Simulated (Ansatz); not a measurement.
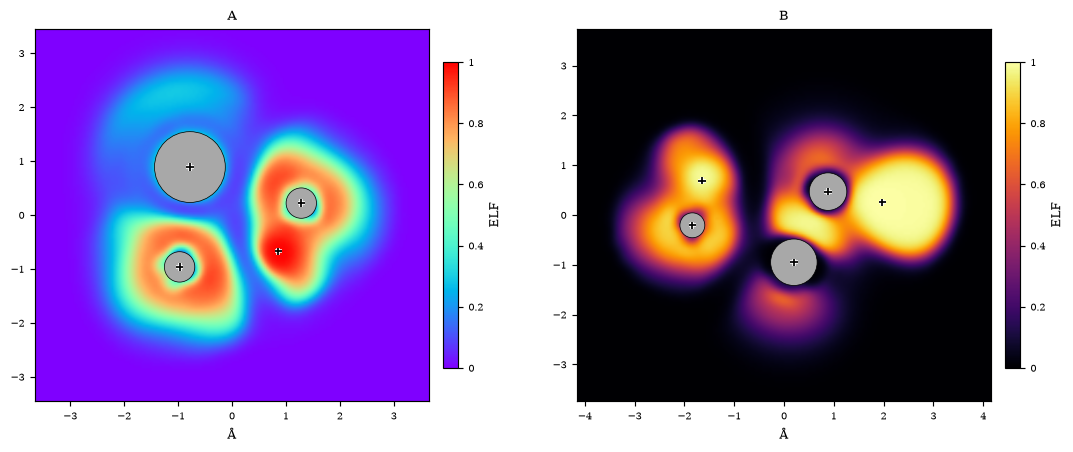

The electron localisation function of 2 systems, each on a plane through atoms (crosses mark nuclei in the plane; grey discs cover the cores).

Level of theory: RKS B3LYP/def2-SVP (Ansatz).

System 1: GaH₅O₂, the plane of atoms O3, Ga1 and O6. 

```yaml
atoms:
  - { symbol: Ga, position_ang: [-0.2963, -0.1590, 0.1270] }
  - { symbol: H, position_ang: [-0.2541, -1.1614, 1.3442] }
  - { symbol: O, position_ang: [1.3699, 0.2938, -0.5676] }
  - { symbol: H, position_ang: [2.0902, -0.3176, -0.3744] }
  - { symbol: H, position_ang: [-1.4850, 0.1294, -0.8452] }
  - { symbol: O, position_ang: [0.0590, 1.7815, 1.0330] }
  - { symbol: H, position_ang: [0.9251, 1.6966, 0.5554] }
  - { symbol: H, position_ang: [0.2650, 1.7754, 1.9791] }
```

System 2: CH₅B···HF, the plane of atoms B1, C2 and H5. 

```xyz
9

B     0.0151    0.0608    0.2852
C     0.0400    0.2360    1.8507
H    -0.8974   -0.0266    2.3714
H     0.8951   -0.2402    2.3597
H     0.1685    1.3262    2.0119
H     1.0560    0.0403   -0.3265
H    -1.0071    0.2723   -0.3231
F    -0.2323   -2.0946    0.3099
H    -0.3945   -2.1915    1.2208
```

Which map belongs to which system?

Panel A is system 1, GaH₅O₂: the plane holds Ga, O and H. Ga–O (1.86 Å): the ELF peaks at about 0.85 in the valence shell of O, 0.6 Å from its nucleus, and is about 0.25 at the midpoint. Panel B is system 2, CH₅B···HF: the plane holds B, C, H and F. B1···F8 (2.17 Å): the ELF is about 0.20 at the midpoint.
